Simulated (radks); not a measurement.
The Tb⁴⁺ ion; electrons: [Xe] 4f7 (high spin). The calculation used the in-house radial solver radks at this level: non-relativistic Kohn-Sham, exchange-only PBE, spin-polarised, spherical densities, point nucleus.

```
Z 65
configuration [Xe] 4f7
relativity non-relativistic
functional pbe,
spin polarised
nucleus point
```

Wanted: the number of electrons inside radius r (solid) and the radial density 4πr²ρ (dashed).

The count levels off at 61 electrons. Half of them lie within 0.393 bohr, 90 % within 1.25 bohr and 99 % within 2.22 bohr. The radial density has minima at 0.0311, 0.128 and 0.371 bohr, where the count stands at 2.0, 11.4 and 29.5; these part the shells that the density resolves.

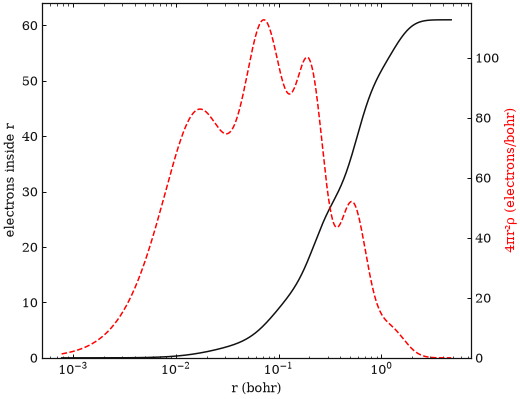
